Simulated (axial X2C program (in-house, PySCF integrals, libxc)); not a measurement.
**Relativistic diatomic calculation for HfC⁻**

HfC⁻, single determinant with Ω = 1/2. Computed at this level: PBE0, two-component X2C with atomic mean-field Coulomb and Gaunt terms, Hf dyall-acv3z, C dyall-av3z (cores contracted) (axial X2C program (in-house, PySCF integrals, libxc)).

### The program's output
```
two-component X2C + atomic mean field  PBE0
basis functions 252  fitting functions 1265  grid points 5076
iter        total energy     max residual
   1     -15114.417927225     1.53e-05
   2     -15114.417927252     1.75e-05
   3     -15114.417927258     1.26e-05
   4     -15114.417927265     1.04e-05
   5     -15114.417927270     7.24e-06
   6     -15114.417927273     2.39e-06
   7     -15114.417927273     1.88e-06
converged
one-electron -20995.30604842  Coulomb 6087.34070886  exact exchange -78.20984788  xc functional -239.90725296  nuclear repulsion 124.37679821  atomic mean-field constant -12.71228507
```

### The points of the curve

```tsv
R (Å)	E (hartree)	dipole (D; origin at the first atom, positive when the second is positive)	highest filled (eV)	lowest empty (eV)
1.599	−15114.372876	−1.99	0.04	1.88
1.673	−15114.398537	−2.61	−0.08	1.88
1.728	−15114.410050	−3.12	−0.18	1.88
1.783	−15114.416193	−3.63	−0.28	1.89
1.838	−15114.417927	−4.12	−0.35	1.89
1.902	−15114.415536	−4.66	−0.23	1.88
1.967	−15114.409486	−5.15	−0.08	1.88
2.049	−15114.397969	−5.65	0.09	1.88
2.151	−15114.381048	−5.78	0.25	1.88
2.297	−15114.357580	−5.32	0.37	1.88
```

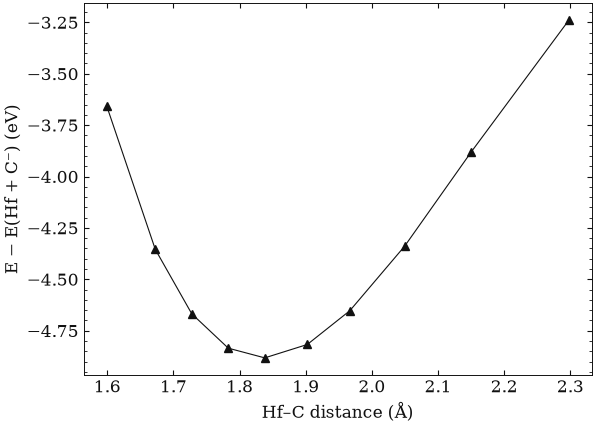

*Energy at 10 bond lengths, for one set of occupations held fixed; the line joins the points.*

A polynomial of degree 6 through 9 points gives rₑ = 1.836 Å, ωₑ = 877.9 cm⁻¹, ωₑxₑ = 2.9 cm⁻¹ and Bₑ = 0.4448 cm⁻¹. The minimum lies 4.88 eV below Hf + C⁻, each computed as one determinant at the same level.

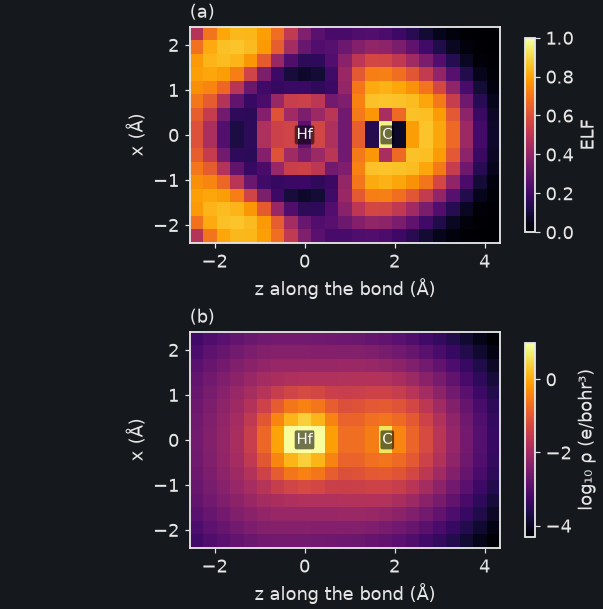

*(a) electron localisation function; (b) electron density on a logarithmic scale, in a plane that holds the axis, at 1.84 Å, on points 0.3 Å apart (one half computed, the other mirrored); the structure near the nuclei is finer than these points.*

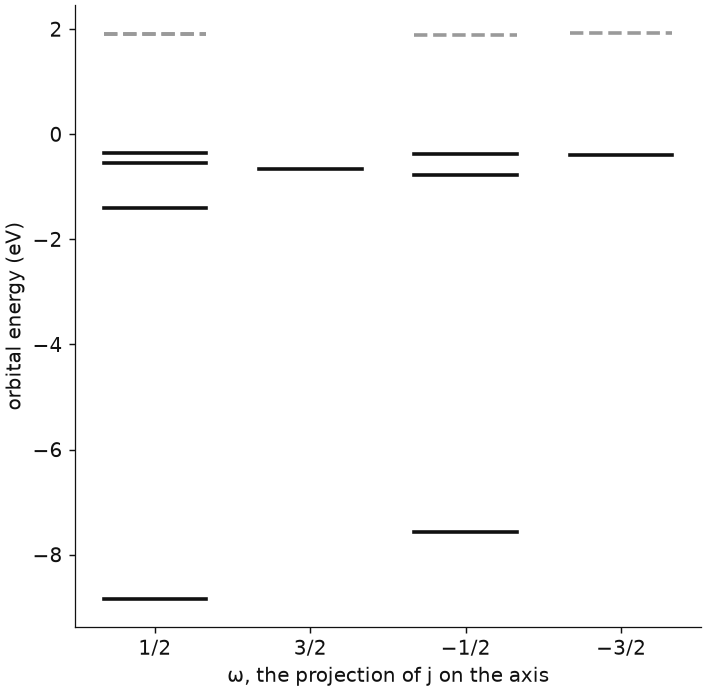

*Orbital energies near the frontier at 1.84 Å, filled (solid) and empty (dashed).*

The highest filled spinor (1/2; 34 % Hf s, 30 % Hf d) lies at −0.35 eV, the lowest empty one (−1/2; 94 % Hf p, 3 % Hf s) at 1.89 eV.

### The input
```
{"zs": [72, 6], "q": -1, "bas": ["dyall-acv3z", "dyall-av3z"], "levels": ["PBE0", "HF", "PBE50"], "cc": true, "r0": 1.95, "thr": -1.0, "nmax": 90, "npts": 10, "nst": 2, "ntry": 6}
```

The line is the task of a batch: nuclear charges, charge, bases, the levels to run, a first guess of the distance and further settings. This report covers PBE0 with spin-orbit coupling. The log is that of the reference distance 1.838 Å, started from orbitals converged before.

The run was one of a batch that the task file lists, launched with:
```bash
python <driver script> task.json out
```

### Results in brief

```
                 quantity                                                                 value
                  outcome                             converged; a filled level lies above zero
           bond length rₑ                                                               1.836 Å
                       ωₑ                                                            877.9 cm⁻¹
    energy at the minimum                                                  −15114.41793 hartree
depth below the fragments                                                               4.88 eV
                 hardware  1 thread of Arm Neoverse V1, 24 GiB of memory available, shared host
                wall time                                                                  22 s
              peak memory                                                              0.72 GiB
```

### Notes

The highest filled level (PBE0, up to 0.37 eV) lies above zero. That is common for anions, where the functional's self-interaction leaves the outer electrons unbound; only the finite basis holds them, so such levels depend on it.
